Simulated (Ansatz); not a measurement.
## Al$_{2}$NH$_{7}$O: molecular dynamics (part 3 of 3)

Continued. System: Al$_{2}$NH$_{7}$O. Method: RKS CAM-B3LYP-D4/def2-SVP (Ansatz 0.2.0). It belongs to a series of runs on one base structure; here: dynamics from the highest image of the converged band.

Geometry of the input (Å):
```
Al 0.1964  0.3488  0.1762
N  -0.1081  -0.2523  1.9539
H  -0.6574  -1.0946  2.1173
H  0.6475  -0.2424  2.6369
H  1.6375  0.9651  -0.0740
H  -0.5700  -0.4847  -0.9366
O  -0.9764  1.7194  0.8597
Al -1.8666  3.1773  0.6174
H  -2.7350  3.6909  1.8237
H  -1.7271  3.8634  -0.7881
H  -0.8659  1.0463  1.7056
```

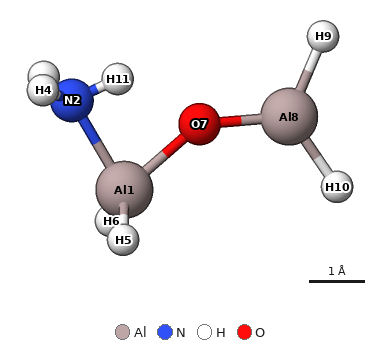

Fig. 1: The geometry at step 50 of the log (ball-and-stick view, seen at a tilt; atoms are numbered from 1 in the order of the input).

Output, continued
```
md step   197: t =    98.50 fs  T =   323.5 K  F+E_penalty+E_count = -16839.36445874 eV  E_kin = 0.376325 eV  conserved = -16838.98813328 eV  (26 SCF iters, 3 dispersion substeps)
md step   198: t =    99.00 fs  T =   340.5 K  F+E_penalty+E_count = -16839.38452400 eV  E_kin = 0.396072 eV  conserved = -16838.98845166 eV  (26 SCF iters, 3 dispersion substeps)
md step   199: t =    99.50 fs  T =   406.5 K  F+E_penalty+E_count = -16839.46268179 eV  E_kin = 0.472865 eV  conserved = -16838.98981657 eV  (26 SCF iters, 3 dispersion substeps)
these checks for a lower state are left out or cut short: starts, cluster_reference, orbital_swaps, neighbouring_geometries, increment
1013 factors; integrals over basis functions are off by at most 9.3e-4 eV
380 factors; integrals over basis functions are off by at most 1.7e-6 eV
mean field -16839.41826482 eV, -618.8372070644 hartree, gradient 5.1e-5 eV, S^2 0.000000; 0 other end points of the search recorded, 0 dependent functions left out
the calculation of the forces begins
reference -16839.41841345 eV, -618.8372125266 hartree; 24, 24 occupied and 75, 75 virtual orbitals, 1013 factors
1013 factors; integrals over basis functions are off by at most 9.3e-4 eV
380 factors; integrals over basis functions are off by at most 1.7e-6 eV
mean field evaluation 1376: about -16839.4254 eV, gradient 3.2e-1 eV
mean field -16839.41826482 eV, -618.8372070644 hartree, gradient 5.1e-5 eV, S^2 0.000000; 1 other end points of the search recorded, 0 dependent functions left out
the calculation of the forces begins
reference -16839.41841345 eV, -618.8372125266 hartree; 24, 24 occupied and 75, 75 virtual orbitals, 1013 factors
md step   200: t =   100.00 fs  T =   503.3 K  F+E_penalty+E_count = -16839.57768482 eV  E_kin = 0.585487 eV  conserved = -16838.99219735 eV  (26 SCF iters, 3 dispersion substeps)
```

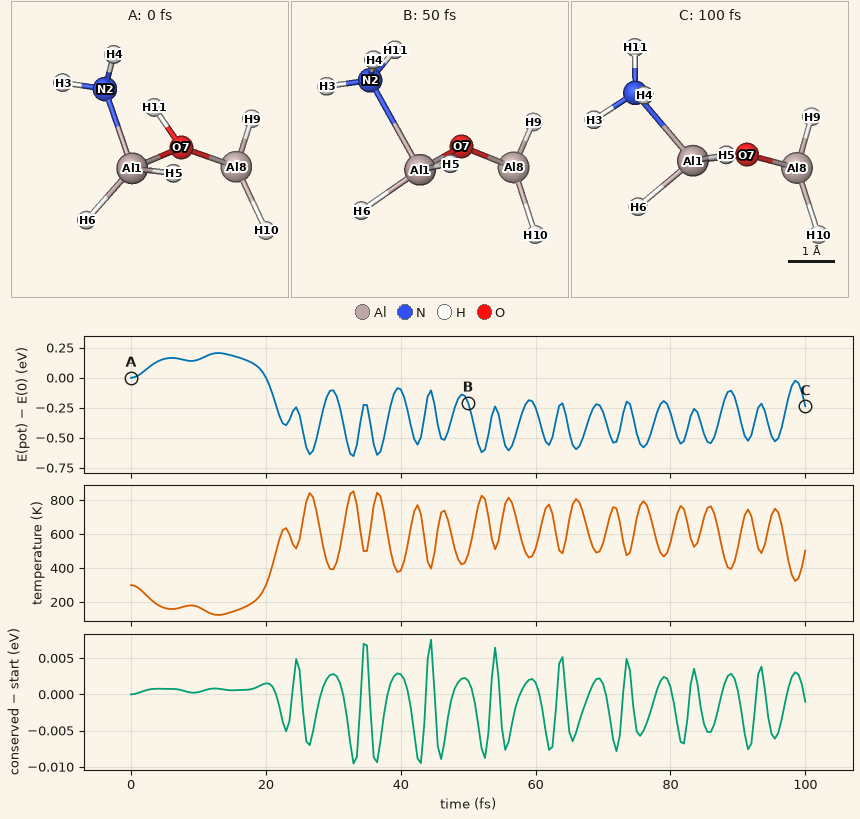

Fig. 2: Frames of the molecular dynamics (ball-and-stick, seen at a tilt) above the curves, on which the letters mark them. The trajectory kept here has 201 frames over 100 fs. The temperature starts at 300 K, ranges from 124 to 853 K and averages 615 K over the second half. The potential energy ends 0.237 eV below its first value. The conserved quantity stays within 0.017 eV. After an unweighted best fit of the last frame on the first, the root-mean-square displacement is 0.84 Å, and H11 has moved furthest (2.00 Å).

```
Total energy: -16839.57783345 eV, -618.8430711036 hartree
Atom 0 at     0.014027     0.461869     0.451783 Å, force    -0.259169     2.024075    -0.551460 eV/Å
Atom 1 at     0.183966    -0.788312     1.997656 Å, force     0.986403    -1.944384    -0.281496 eV/Å
Atom 2 at    -0.207867    -1.677878     1.482119 Å, force     0.541577     1.957297     1.948904 eV/Å
Atom 3 at     1.245675    -0.865545     1.808159 Å, force    -1.821041     0.075653     1.079343 eV/Å
Atom 4 at     1.630612     0.815969     0.358121 Å, force    -0.558120    -0.270813    -0.038125 eV/Å
Atom 5 at    -0.625557    -0.701764    -0.447968 Å, force     0.044811     0.103846    -0.151990 eV/Å
Atom 6 at    -0.943205     1.954469     0.654353 Å, force     0.526299    -1.224566     0.175291 eV/Å
Atom 7 at    -1.913914     3.321659     0.428179 Å, force     0.557115    -1.003857    -0.360689 eV/Å
Atom 8 at    -2.629013     3.920303     1.644522 Å, force    -0.326973     0.431318     0.527440 eV/Å
Atom 9 at    -2.073325     3.746255    -1.059865 Å, force    -0.151648     0.392982    -0.289354 eV/Å
Atom 10 at    -0.048199    -0.667097     3.040498 Å, force     0.460745    -0.541550    -2.057866 eV/Å
Dipole moment:     0.145568    -0.800582     0.894211 e Å
```

Trajectory as extended XYZ (Å, eV, eV/Å), 9 of the 201 frames kept, from step=0 to step=200
```
11
Properties=species:S:1:pos:R:3:forces:R:3 step=0 time_fs=0.0 energy=-16839.34019 temperature=300.0
Al    0.1964    0.3488    0.1762    0.0076  -0.0173   0.0190
N    -0.1081   -0.2523    1.9539   -0.0063   0.0046  -0.0299
H    -0.6574   -1.0946    2.1173    0.0004   0.0034   0.0033
H     0.6476   -0.2424    2.6369    0.0014   0.0065  -0.0015
H     1.6375    0.9651   -0.0740   -0.0001   0.0018   0.0015
H    -0.5700   -0.4847   -0.9366   -0.0003   0.0011  -0.0010
O    -0.9764    1.7194    0.8597   -0.0127   0.0404  -0.0362
Al   -1.8666    3.1773    0.6174    0.0128  -0.0126   0.0035
H    -2.7350    3.6909    1.8237    0.0000   0.0005   0.0022
H    -1.7271    3.8634   -0.7881   -0.0040  -0.0002  -0.0006
H    -0.8659    1.0463    1.7056    0.0012  -0.0282   0.0397
11
Properties=species:S:1:pos:R:3:forces:R:3 step=25 time_fs=12.5 energy=-16839.13554 temperature=124.8
Al    0.1543    0.4183    0.1990    1.0183  -0.7890  -0.7936
N    -0.0751   -0.2991    1.9492    0.0082   0.9047   0.3210
H    -0.7823   -1.0039    2.1309    0.1435  -0.3052   0.0874
H     0.6895   -0.3548    2.6401   -0.5652  -0.0662  -0.3746
H     1.6824    0.9341   -0.0739   -0.5551  -0.1311   0.1005
H    -0.7140   -0.3608   -0.8816    0.1410  -0.0803  -0.1178
O    -0.9592    1.6888    0.8659   -0.6419   0.7313   0.6952
Al   -1.8579    3.1509    0.5885    0.9448  -0.7267  -0.0421
H    -2.5559    3.7090    1.8027   -0.6658   0.3624   0.7659
H    -1.6285    3.8246   -0.7670   -0.0747   0.2327  -0.5971
H    -0.8026    0.9794    1.7652    0.2470  -0.1325  -0.0447
11
Properties=species:S:1:pos:R:3:forces:R:3 step=50 time_fs=25.0 energy=-16839.64960 temperature=568.9
Al    0.1353    0.4505    0.1790   -0.9310   1.3837  -0.7364
N    -0.0838   -0.2818    1.9583    2.2107  -6.0859  -0.5182
H    -0.7397   -1.0571    2.0903    0.0314   0.0313  -0.2158
H     0.6627   -0.4407    2.6075    0.8036   0.0173   0.4336
H     1.6238    0.9245   -0.0314    0.2082  -0.0964   0.0747
H    -0.6606   -0.3600   -0.9320    0.1528  -0.2811   0.0793
O    -0.9823    1.7107    0.9118    0.6971  -0.3885  -0.8232
Al   -1.8238    3.1190    0.5700   -0.2332   0.5459   0.1466
H    -2.6489    3.7667    1.7873    0.0795  -0.0728  -0.2953
H    -1.7234    3.7911   -0.8710   -0.0879  -0.0285   0.1312
H    -0.5404    0.5068    2.1392   -2.9313   4.9750   1.7234
11
Properties=species:S:1:pos:R:3:forces:R:3 step=75 time_fs=37.5 energy=-16839.84598 temperature=732.3
Al    0.0888    0.5242    0.1353   -0.3949  -0.3125   1.2958
N    -0.0828   -0.3541    2.0572   -0.3371   1.0910   1.1978
H    -0.5763   -1.2280    1.9620   -0.7149  -0.4295   0.1781
H     0.8020   -0.6265    2.4780    0.2933   0.1645   0.2162
H     1.6146    0.8341    0.0761    0.4474   0.2501  -0.1199
H    -0.4332   -0.6041   -0.8792   -0.1953   0.2295   0.1321
O    -0.9538    1.7141    0.9077    0.0843   0.3059  -0.8668
Al   -1.7997    3.1138    0.5534   -1.2370   0.9189  -0.1367
H    -2.7939    3.8234    1.6560    0.6105  -0.3652  -0.3128
H    -1.8963    3.7264   -0.9438    0.2422  -0.1928   0.3772
H    -0.6068    0.3217    2.7469    1.2014  -1.6599  -1.9611
11
Properties=species:S:1:pos:R:3:forces:R:3 step=100 time_fs=50.0 energy=-16839.54776 temperature=480.1
Al    0.0478    0.5853    0.1499    1.7187  -1.9571   0.7863
N    -0.0293   -0.5239    2.1363   -1.3047   2.2134   2.0186
H    -0.6312   -1.3757    2.0613    1.1253   0.5453   0.2630
H     0.9669   -0.6702    2.4555   -1.5849  -0.3324  -0.1664
H     1.6457    0.9137    0.0764   -0.4498  -0.0069  -0.0517
H    -0.4648   -0.6385   -0.7259   -0.2244   0.1739  -0.1782
O    -0.9266    1.7520    0.8369   -0.9750   1.1313   0.3309
Al   -1.8168    3.1353    0.5253   -0.1879   0.1206  -0.2680
H    -2.6504    3.7776    1.6726   -0.1443   0.2064   0.2302
H    -1.8060    3.6232   -0.9681   -0.0740   0.2410  -0.1164
H    -0.5716    0.1636    2.9107    2.1011  -2.3354  -2.8483
11
Properties=species:S:1:pos:R:3:forces:R:3 step=125 time_fs=62.5 energy=-16839.83671 temperature=720.6
Al    0.0627    0.5569    0.2103   -0.2180  -0.0182   0.3691
N     0.0439   -0.6638    2.1467    1.4966  -3.1523  -1.7167
H    -0.4662   -1.5762    2.2603   -0.0675   1.2234  -0.6088
H     0.9266   -0.9461    2.5981    0.1275   0.6328  -0.3581
H     1.5789    1.0553   -0.0139   -0.1699  -0.4215   0.1554
H    -0.7476   -0.4319   -0.7381    0.2447  -0.1741   0.0050
O    -0.9527    1.8475    0.7855    0.8843  -1.5663   0.3923
Al   -1.8587    3.1839    0.4859   -0.0566   0.7746  -0.3177
H    -2.5124    3.8400    1.7074   -0.5252   0.4038   0.4733
H    -1.8069    3.7607   -0.9588   -0.2306   0.2498  -0.3525
H    -0.3633   -0.0193    2.7363   -1.4854   2.0480   1.9586
11
Properties=species:S:1:pos:R:3:forces:R:3 step=150 time_fs=75.0 energy=-16839.80309 temperature=693.5
Al    0.0658    0.5078    0.2919   -0.7439  -0.1518  -0.1316
N     0.1368   -0.7721    2.1185    0.2594   2.5480  -2.6090
H    -0.4542   -1.5263    2.0155   -1.4904  -2.5072  -0.2133
H     1.0115   -0.9682    2.4979    2.0455  -0.7941   0.7270
H     1.5805    0.7778    0.0700    0.5132   0.0665   0.0995
H    -0.7487   -0.4174   -0.7317    0.1448  -0.2086   0.1839
O    -0.9371    1.8581    0.7664   -0.6400   1.0154  -0.1877
Al   -1.9101    3.2780    0.4429    0.6177  -0.5975   0.7198
H    -2.6383    4.0255    1.6975    0.2602  -0.4343  -0.3726
H    -2.0858    4.0237   -0.9712    0.1618  -0.4221   0.1800
H    -0.3000   -0.1033    2.6781   -1.1284   1.4857   1.6040
11
Properties=species:S:1:pos:R:3:forces:R:3 step=175 time_fs=87.5 energy=-16839.62729 temperature=546.5
Al    0.0512    0.4593    0.3725   -0.3740   0.8951   0.1099
N     0.1908   -0.7677    2.0132   -1.6876  -0.5784   4.2557
H    -0.3596   -1.6519    1.8507    0.7283   0.9006  -0.0891
H     1.1610   -1.0830    2.2991   -1.2052   0.5840  -0.5829
H     1.6523    0.5225    0.3162   -0.0547   0.4805  -0.1923
H    -0.5895   -0.6712   -0.5595   -0.2019   0.1862  -0.0695
O    -0.9555    1.9238    0.7309    0.3784  -0.3795  -0.5587
Al   -1.9225    3.3315    0.4267    0.0822  -0.9319   0.4549
H    -2.7347    3.9634    1.6912    0.3972  -0.1718  -0.4223
H    -2.2096    3.9163   -1.0474    0.2529  -0.1596   0.3347
H    -0.2928   -0.4199    3.0073    1.6843  -0.8252  -3.2403
11
Properties=species:S:1:pos:R:3:forces:R:3 step=200 time_fs=100.0 energy=-16839.57769 temperature=503.3
Al    0.0140    0.4619    0.4518   -0.2592   2.0241  -0.5515
N     0.1840   -0.7883    1.9977    0.9864  -1.9444  -0.2815
H    -0.2079   -1.6779    1.4821    0.5416   1.9573   1.9489
H     1.2457   -0.8655    1.8082   -1.8210   0.0757   1.0793
H     1.6306    0.8160    0.3581   -0.5581  -0.2708  -0.0381
H    -0.6256   -0.7018   -0.4480    0.0448   0.1038  -0.1520
O    -0.9432    1.9545    0.6544    0.5263  -1.2246   0.1753
Al   -1.9139    3.3217    0.4282    0.5571  -1.0039  -0.3607
H    -2.6290    3.9203    1.6445   -0.3270   0.4313   0.5274
H    -2.0733    3.7463   -1.0599   -0.1516   0.3930  -0.2894
H    -0.0482   -0.6671    3.0405    0.4607  -0.5416  -2.0579
```

Key numbers

| quantity | value |
| --- | --- |
| outcome | finished |
| mean temperature over the second half | 615 K |
| trajectory | 200 steps, 100 fs |
| ensemble | nve |
| temperature in the input | 300.0 K |
| time step | 0.5 fs |
| potential energy (last step) | −16839.5778 eV |
| mean-field energy (last step) | −16839.4184 eV |
| largest force (length of the vector) (last step) | 2.815 eV/Å |
| hardware | 4 threads of Arm Neoverse V2, 24 GiB of memory available, shared host |
| wall time | 3.5 min (CPU time 13 min) |
| peak memory | 0.24 GiB |

Notes

So short a trajectory is not equilibrated.
